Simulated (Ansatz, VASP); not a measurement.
# GdPtN: VASP beside Ansatz

One calculation is typed for both programs; each brings its own data sets and cutoff. How far apart do they land? The cell is invented: Sites of the GdPPt structure (space group 187) filled with other elements, volume scaled by an estimate. It may not be a known or stable phase.

Calculated with Ansatz 0.2.0; plane waves, with VASP 6.6.1 beside it; relaxation of cell and atoms at r2SCAN, DFT+U.

### Step 1. The structure

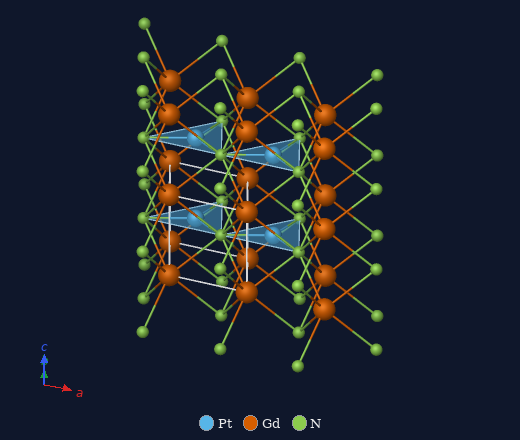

The cell as given, from a free direction (platinum blue, gadolinium orange, nitrogen green). 2×1×2 cells are drawn. Some periodic images of atoms are drawn too.

### Step 2. VASP: relaxation of cell and atoms, r2SCAN, DFT+U

The relaxed volume is the usual yardstick between codes: its relative difference is about their pressure difference at one cell divided by the bulk modulus.

Lines of VASP's logs that name or quote its potential files are left out, and so is its time.

The input, INCAR:

```
SYSTEM = GdPtN
PREC = Accurate
ENCUT = 520
EDIFF = 1E-06
NELM = 100
ISMEAR = 0
SIGMA = 0.05
LREAL = .FALSE.
ALGO = Normal
METAGGA = R2SCAN
LASPH = .TRUE.
NBANDS = 24
ISPIN = 2
MAGMOM = 0 7 0
LDAU = .TRUE.
LDAUTYPE = 2
LDAUL = 2 3 -1
LDAUU = 5.3 4 0
LDAUJ = 0 0 0
LDAUPRINT = 1
LMAXMIX = 6
LORBIT = 11
LWAVE = .FALSE.
LCHARG = .FALSE.
IBRION = 2
NSW = 60
ISIF = 3
EDIFFG = -0.01
```

The input, POSCAR:

```
GdPtN
1.0
    3.8104810000      0.0000000000      0.0000000000
   -1.9052400000      3.2999730000      0.0000000000
    0.0000000000      0.0000000000      3.6603820000
Pt Gd N
1 1 1
Direct
    0.3333333300      0.6666666700      0.5000000000
    0.0000000000      0.0000000000      0.0000000000
    0.6666666700      0.3333333300      0.5000000000
```

The input, KPOINTS:

```
Automatic mesh
0
Gamma
7 7 6
0 0 0
```

PAW data sets: Pt, Gd and N (PBE family, release 64).

Command:

```sh
mpirun -np 1 vasp_std
```

Numbers of over 12 decimals in the logs are rounded to 6 here.

What it wrote:

```text
[banner, memory and clock lines left out]
running    1 mpi-ranks, on    1 nodes
 distrk:  each k-point on    1 cores,    1 groups
 distr:  one band on    1 cores,    1 groups

 POSCAR found type information on POSCAR PtGdN
 POSCAR found :  3 types and       3 ions
|                                                                             |
|               ----> ADVICE to this user running VASP <----                  |
|                                                                             |
|     You enforced a specific xc type in the INCAR file but a different       |
|     [... a line on the potential file left out ...]
|     I HOPE YOU KNOW WHAT YOU ARE DOING!                                     |
|                                                                             |

 LDA part: xc-table for (None), standard interpolation
 POSCAR, INCAR and KPOINTS ok, starting setup
 FFT: planning ... GRIDC
 FFT: planning ... GRID_SOFT
 FFT: planning ... GRID
 WAVECAR not read
 entering main loop
       N       E                     dE             d eps       ncg     rms          rms(c)
DAV:   1     0.139321019597E+03    0.13932E+03   -0.13852E+04  4424   0.717E+03
DAV:   2    -0.799672196083E+02   -0.21929E+03   -0.18380E+03  4624   0.609E+02
DAV:   3    -0.103651459302E+03   -0.23684E+02   -0.23103E+02  4768   0.152E+02
DAV:   4    -0.106217322922E+03   -0.25659E+01   -0.25402E+01  5888   0.347E+01
DAV:   5    -0.106475571515E+03   -0.25825E+00   -0.25749E+00  5328   0.114E+01    0.791E+01
DAV:   6    -0.987633694042E+02    0.77122E+01   -0.43292E+01  4120   0.316E+02    0.107E+02
DAV:   7    -0.995911379827E+02   -0.82777E+00   -0.50479E+00  4944   0.175E+01    0.879E+01
DAV:   8    -0.997680860684E+02   -0.17695E+00   -0.47783E+00  5648   0.334E+01    0.422E+01
DAV:   9    -0.996657494153E+02    0.10234E+00   -0.20288E+00  5272   0.234E+01    0.108E+01
DAV:  10    -0.997067662209E+02   -0.41017E-01   -0.64921E-01  5096   0.909E+00    0.825E+00
DAV:  11    -0.996974121967E+02    0.93540E-02   -0.63217E-02  4872   0.202E+00    0.552E+00
DAV:  12    -0.996911329122E+02    0.62793E-02   -0.17183E-02  5368   0.934E-01    0.417E+00
DAV:  13    -0.996911894932E+02   -0.56581E-04   -0.39214E-03  5232   0.736E-01    0.244E+00
DAV:  14    -0.996910023892E+02    0.18710E-03   -0.92958E-04  5936   0.246E-01    0.167E+00
DAV:  15    -0.996906447891E+02    0.35760E-03   -0.34014E-04  5088   0.138E-01    0.133E+00
DAV:  16    -0.996902513253E+02    0.39346E-03   -0.10537E-03  4944   0.246E-01    0.391E-01
DAV:  17    -0.996902380806E+02    0.13245E-04   -0.25367E-04  4912   0.132E-01    0.114E-01
DAV:  18    -0.996902384069E+02   -0.32625E-06   -0.74991E-05  5424   0.759E-02    0.493E-02
DAV:  19    -0.996902371695E+02    0.12374E-05   -0.26473E-05  4968   0.485E-02    0.703E-02
DAV:  20    -0.996902380173E+02   -0.84782E-06   -0.24199E-06  3248   0.162E-02
   1 F= -.99690238E+02 E0= -.99689372E+02  d E =-.996902E+02  mag=     7.1637
[... from here on, the cycles between the ionic steps are left out ...]
   2 F= -.99730875E+02 E0= -.99730140E+02  d E =-.406368E-01  mag=     7.0931
   3 F= -.99734214E+02 E0= -.99733563E+02  d E =-.439755E-01  mag=     7.1078
   4 F= -.99738978E+02 E0= -.99738282E+02  d E =-.476447E-02  mag=     7.0915
   5 F= -.99741226E+02 E0= -.99740476E+02  d E =-.701227E-02  mag=     7.0968
   6 F= -.99741221E+02 E0= -.99740473E+02  d E =-.700785E-02  mag=     7.0968
   7 F= -.99740627E+02 E0= -.99739911E+02  d E =-.641391E-02  mag=     7.0939
   8 F= -.99741201E+02 E0= -.99740457E+02  d E =-.698748E-02  mag=     7.0961
   9 F= -.99741225E+02 E0= -.99740487E+02  d E =-.240004E-04  mag=     7.0953
  10 F= -.99741249E+02 E0= -.99740507E+02  d E =-.480101E-04  mag=     7.0956
 curvature:  -0.21 expect dE=-0.573E-04 dE for cont linesearch -0.553E-04
 ZBRENT: interpolating
 opt :   0.2436  next Energy=   -99.741221 (dE=-0.201E-04)
 bond charge predicted
       N       E                     dE             d eps       ncg     rms          rms(c)
DAV:   1    -0.997414891425E+02   -0.23918E-03   -0.38211E-03  5296   0.186E+00    0.107E+00
DAV:   2    -0.997412062921E+02    0.28285E-03   -0.83444E-04  4560   0.983E-01    0.819E-01
DAV:   3    -0.997412335674E+02   -0.27275E-04   -0.10971E-04  5712   0.275E-01    0.384E-01
DAV:   4    -0.997412346936E+02   -0.11263E-05   -0.12549E-05  5752   0.790E-02    0.249E-01
DAV:   5    -0.997412345806E+02    0.11303E-06   -0.34436E-06  3808   0.571E-02
  11 F= -.99741235E+02 E0= -.99740491E+02  d E =-.335643E-04  mag=     7.0959
 curvature:  -0.08 expect dE=-0.258E-05 dE for cont linesearch -0.225E-05
 trial: gam= 0.00000 g(F)=  0.491E-43 g(S)=  0.336E-04 ort =-0.695E-04 (trialstep = 0.764E+00)
 search vector abs. value=  0.336E-04
 reached required accuracy - stopping structural energy minimisation
```

Parts of OUTCAR (step 2):

```text
ion  position               nearest neighbor table
   1  0.333  0.667  0.500-   3 2.20   3 2.20   3 2.20   2 2.86   2 2.86   2 2.86   2 2.86   2 2.86
                             2 2.86
   2  0.000  0.000  0.000-   1 2.86   1 2.86   1 2.86   1 2.86   1 2.86   1 2.86
   3  0.667  0.333  0.500-   1 2.20   1 2.20   1 2.20

  LATTYP: Found a hexagonal cell.
 ALAT       =     3.8104810000
 C/A-ratio  =     0.9606089100

 Subroutine GETGRP returns: Found 12 space group operations
 (whereof 12 operations were pure point group operations)

The static configuration has the point symmetry D_3h.

 Found     32 irreducible k-points:

   k-points           NKPTS =     32   k-points in BZ     NKDIM =     32   number of bands    NBANDS=     24

   dimension x,y,z NGX =    28 NGY =   28 NGZ =   28
   dimension x,y,z NGXF=    56 NGYF=   56 NGZF=   56

   ENCUT  =  520.0 eV  38.22 Ry    6.18 a.u.   7.08  7.08  6.81*2*pi/ulx,y,z

   NELECT =      33.0000    total number of electrons

 k-points in reciprocal lattice and weights: Automatic mesh
   0.00000000  0.00000000  0.00000000       0.003
   0.14285714  0.00000000  0.00000000       0.020
   0.28571429  0.00000000  0.00000000       0.020
   0.42857143 -0.00000000  0.00000000       0.020
   0.14285714  0.14285714  0.00000000       0.020
   0.28571429  0.14285714  0.00000000       0.041
   0.42857143  0.14285714  0.00000000       0.020
   0.28571429  0.28571429  0.00000000       0.020
   0.00000000  0.00000000  0.16666667       0.007
[...]
0.42857143  0.14285714  0.50000000       0.020
   0.28571429  0.28571429  0.50000000       0.020

atom =   1  type =  1  l = 2

 onsite density matrix

spin component  1

  0.8724  0.0000 -0.0000 -0.0000  0.0000
  0.0000  0.9148 -0.0000  0.0000  0.0000
 -0.0000 -0.0000  0.8194  0.0000 -0.0000
 -0.0000  0.0000  0.0000  0.9148 -0.0000
  0.0000  0.0000 -0.0000 -0.0000  0.8724

spin component  2

  0.8902  0.0000 -0.0000 -0.0000  0.0000
  0.0000  0.9260  0.0000  0.0000  0.0000
 -0.0000  0.0000  0.8387 -0.0000 -0.0000
 -0.0000  0.0000 -0.0000  0.9260  0.0000
  0.0000  0.0000 -0.0000  0.0000  0.8902

 occupancies and eigenvectors

  o =  0.8194  v = -0.0000 -0.0000 -1.0000  0.0000 -0.0000  0.0000  0.0000  0.0000  0.0000  0.0000      0.0000  0.0000  0.0000  0.0000  0.0000  0.0000  0.0000  0.0000  0.0000  0.0000
  o =  0.8387  v =  0.0000  0.0000  0.0000  0.0000  0.0000 -0.0000  0.0000 -1.0000 -0.0000 -0.0000      0.0000  0.0000  0.0000  0.0000  0.0000  0.0000  0.0000  0.0000  0.0000  0.0000
  o =  0.8724  v = -0.5691 -0.0000 -0.0000 -0.0000  0.8223  0.0000  0.0000  0.0000  0.0000  0.0000      0.0000  0.0000  0.0000  0.0000  0.0000  0.0000  0.0000  0.0000  0.0000  0.0000
  o =  0.8724  v = -0.8223  0.0000  0.0000 -0.0000 -0.5691  0.0000  0.0000  0.0000  0.0000  0.0000      0.0000  0.0000  0.0000  0.0000  0.0000  0.0000  0.0000  0.0000  0.0000  0.0000
  o =  0.8902  v =  0.0000  0.0000  0.0000  0.0000  0.0000 -0.5703 -0.0000  0.0000 -0.0000  0.8215      0.0000  0.0000  0.0000  0.0000  0.0000  0.0000  0.0000  0.0000  0.0000  0.0000
  o =  0.8902  v =  0.0000  0.0000  0.0000  0.0000  0.0000 -0.8215  0.0000  0.0000 -0.0000 -0.5703      0.0000  0.0000  0.0000  0.0000  0.0000  0.0000  0.0000  0.0000  0.0000  0.0000
  o =  0.9148  v =  0.0000  0.8859 -0.0000 -0.4638  0.0000  0.0000  0.0000  0.0000  0.0000  0.0000      0.0000  0.0000  0.0000  0.0000  0.0000  0.0000  0.0000  0.0000  0.0000  0.0000
  o =  0.9148  v = -0.0000  0.4638 -0.0000  0.8859  0.0000  0.0000  0.0000  0.0000  0.0000  0.0000      0.0000  0.0000  0.0000  0.0000  0.0000  0.0000  0.0000  0.0000  0.0000  0.0000
  o =  0.9260  v =  0.0000  0.0000  0.0000  0.0000  0.0000  0.0000  0.8859  0.0000 -0.4638  0.0000      0.0000  0.0000  0.0000  0.0000  0.0000  0.0000  0.0000  0.0000  0.0000  0.0000
[...]
o =  0.0066  v =  0.0000  0.0000  0.0000  0.0000  0.0000  0.0000  0.0000  0.0000  0.0000 -0.4638  0.0000 -0.8859  0.0000  0.0000      0.0000  0.0000  0.0000  0.0000  0.0000  0.0000  0.0000  0.0000  0.0000  0.0000  0.0000  0.0000  0.0000  0.0000
  o =  0.0102  v =  0.0000  0.0000  0.0000  0.0000  0.0000  0.0000  0.0000 -0.0000 -0.2193 -0.0000 -0.0000 -0.0000  0.9757  0.0000      0.0000  0.0000  0.0000  0.0000  0.0000  0.0000  0.0000  0.0000  0.0000  0.0000  0.0000  0.0000  0.0000  0.0000
  o =  0.0102  v =  0.0000  0.0000  0.0000  0.0000  0.0000  0.0000  0.0000 -0.0000 -0.9757 -0.0000  0.0000 -0.0000 -0.2193  0.0000      0.0000  0.0000  0.0000  0.0000  0.0000  0.0000  0.0000  0.0000  0.0000  0.0000  0.0000  0.0000  0.0000  0.0000
  o =  0.9914  v =  0.0000  0.0000  0.0001 -0.0000 -0.0001 -0.0000 -1.0000  0.0000  0.0000  0.0000  0.0000  0.0000  0.0000  0.0000      0.0000  0.0000  0.0000  0.0000  0.0000  0.0000  0.0000  0.0000  0.0000  0.0000  0.0000  0.0000  0.0000  0.0000
  o =  0.9914  v =  0.0000 -0.0001 -0.0000 -1.0000  0.0000 -0.0001  0.0000  0.0000  0.0000  0.0000  0.0000  0.0000  0.0000  0.0000      0.0000  0.0000  0.0000  0.0000  0.0000  0.0000  0.0000  0.0000  0.0000  0.0000  0.0000  0.0000  0.0000  0.0000
  o =  0.9916  v =  1.0000  0.0000  0.0001  0.0000  0.0002 -0.0000  0.0000  0.0000  0.0000  0.0000  0.0000  0.0000  0.0000  0.0000      0.0000  0.0000  0.0000  0.0000  0.0000  0.0000  0.0000  0.0000  0.0000  0.0000  0.0000  0.0000  0.0000  0.0000
  o =  0.9923  v = -0.0000 -0.0000  0.8859 -0.0000 -0.4638 -0.0000  0.0002  0.0000  0.0000  0.0000  0.0000  0.0000  0.0000  0.0000      0.0000  0.0000  0.0000  0.0000  0.0000  0.0000  0.0000  0.0000  0.0000  0.0000  0.0000  0.0000  0.0000  0.0000
  o =  0.9923  v =  0.0002  0.0000 -0.4638 -0.0000 -0.8859  0.0000  0.0000  0.0000  0.0000  0.0000  0.0000  0.0000  0.0000  0.0000      0.0000  0.0000  0.0000  0.0000  0.0000  0.0000  0.0000  0.0000  0.0000  0.0000  0.0000  0.0000  0.0000  0.0000
  o =  0.9932  v =  0.0000 -0.5697 -0.0000 -0.0000  0.0000  0.8218 -0.0000  0.0000  0.0000  0.0000  0.0000  0.0000  0.0000  0.0000      0.0000  0.0000  0.0000  0.0000  0.0000  0.0000  0.0000  0.0000  0.0000  0.0000  0.0000  0.0000  0.0000  0.0000
  o =  0.9932  v = -0.0000 -0.8218 -0.0000  0.0002  0.0000 -0.5697 -0.0000  0.0000  0.0000  0.0000  0.0000  0.0000  0.0000  0.0000      0.0000  0.0000  0.0000  0.0000  0.0000  0.0000  0.0000  0.0000  0.0000  0.0000  0.0000  0.0000  0.0000  0.0000

 average (electrostatic) potential at core
       1 -71.4433       2 -45.8756       3 -65.0240

 E-fermi :   6.9232

 spin component 1
 k-point     1 :       0.0000    0.0000    0.0000
  band No.  band energies     occupation
    ...
     17       2.3285      1.00000
     18       5.0330      1.00000
     19       5.1067      1.00000
     20       6.7529      1.00000
     21       6.7529      1.00000
     22       9.1074      0.00000
     23      10.6558      0.00000
     24      10.6559      0.00000

 k-point     2 :       0.1429    0.0000    0.0000
  band No.  band energies     occupation
    ...
     17       2.2496      1.00000
     18       5.0792      1.00000
     19       5.3334      1.00000
     20       6.6614      1.00000
     21       6.7727      0.99999
     22       8.8572      0.00000
     23      10.5492      0.00000
     24      10.5813      0.00000

 k-point     3 :       0.2857    0.0000    0.0000
  band No.  band energies     occupation
    ...
     16       1.9323      1.00000
     17       2.0756      1.00000
     18       4.4347      1.00000
     19       5.3525      1.00000
     20       6.2210      1.00000
     21       7.6811      0.00000
     22       9.0862      0.00000
     23      10.3619      0.00000
     24      10.7346      0.00000

 k-point     4 :       0.4286   -0.0000    0.0000
  band No.  band energies     occupation
    ...
     16       1.6180      1.00000
     17       1.9386      1.00000
     18       3.0070      1.00000
     19       5.6134      1.00000
     20       5.8742      1.00000
     21       8.3806      0.00000
     22       9.8894      0.00000
     23      10.6462      0.00000
     24      10.8910      0.00000

 k-point     5 :       0.1429    0.1429    0.0000
  band No.  band energies     occupation
    ...
     16       1.8571      1.00000
     17       2.3143      1.00000
     18       4.9914      1.00000
     19       5.2266      1.00000
     20       5.8826      1.00000
     21       7.7437      0.00000
     22       8.8830      0.00000
     23      10.1003      0.00000
     24      10.9548      0.00000

 k-point     6 :       0.2857    0.1429    0.0000
  band No.  band energies     occupation
    ...
     16       1.6491      1.00000
     17       2.3342      1.00000
     18       3.5736      1.00000
     19       5.1728      1.00000
     20       5.7310      1.00000
     21       8.4833      0.00000
     22       9.7812      0.00000
     23       9.9687      0.00000
     24      10.6215      0.00000

  Total       -0.0244073     -0.0244073     -0.0299809     -0.0000000     -0.0000000      0.0000000
  in kB       -0.8491635     -0.8491633     -1.0430760     -0.0000001     -0.0000000      0.0000000
  external PRESSURE =      -0.9138009 kB  Pullay stress =       0.0000000 kB

  energy-cutoff  :      520.00
  volume of cell :       46.05
      direct lattice vectors                 reciprocal lattice vectors
     3.875856973  0.000000010 -0.000000000     0.258007456  0.148960651  0.000000000
    -1.937927970  3.356590231 -0.000000000    -0.000000001  0.297921381  0.000000000
     0.000000000 -0.000000000  3.539751806    -0.000000000  0.000000000  0.282505683

 POSITION                                       TOTAL-FORCE (eV/Angst)
 -----------------------------------------------------------------------------------
      0.00000      2.23773      1.76988        -0.000000     -0.000000     -0.000000
      0.00000      0.00000      0.00000         0.000000      0.000000     -0.000000
      1.93793      1.11886      1.76988        -0.000000      0.000000      0.000000
 -----------------------------------------------------------------------------------
    total drift:                               -0.000006      0.000003      0.000000

  FREE ENERGIE OF THE ION-ELECTRON SYSTEM (eV)
  ---------------------------------------------------
  free  energy   TOTEN  =       -99.7412345806 eV

  energy  without entropy=      -99.7397472256  energy(sigma->0) =      -99.74049090

 reached required accuracy - stopping structural energy minimisation

 total charge
# of ion       s       p       d       f       tot
--------------------------------------------------
    1        0.711   0.513   8.794   0.000  10.018
    2        2.038   5.655   0.531   6.984  15.208
    3        1.268   2.258   0.000   0.000   3.526
--------------------------------------------------
tot          4.017   8.426   9.324   6.984  28.751

 magnetization (x)
# of ion       s       p       d       f       tot
--------------------------------------------------
    1        0.003   0.034  -0.077   0.000  -0.041
    2       -0.007  -0.128   0.098   6.895   6.858
    3       -0.004  -0.073   0.000   0.000  -0.078
--------------------------------------------------
tot         -0.009  -0.167   0.021   6.895   6.740

[... 6 further parts left out ...]
```

(Part 1 of 2 ends here.)

[Lines on the potential files, build, host, timing and source positions are cut from VASP's logs without a mark.]

[Logs are printed without paths, hosts, clocks, repeated set-up lines and the standing remarks that a program may print on its own settings, such as how far it seeks lower states.]

[Hosts, paths, dates, database ids (printed as entryN), source tags and the programs' standing remarks are cut or masked in the printed files.]
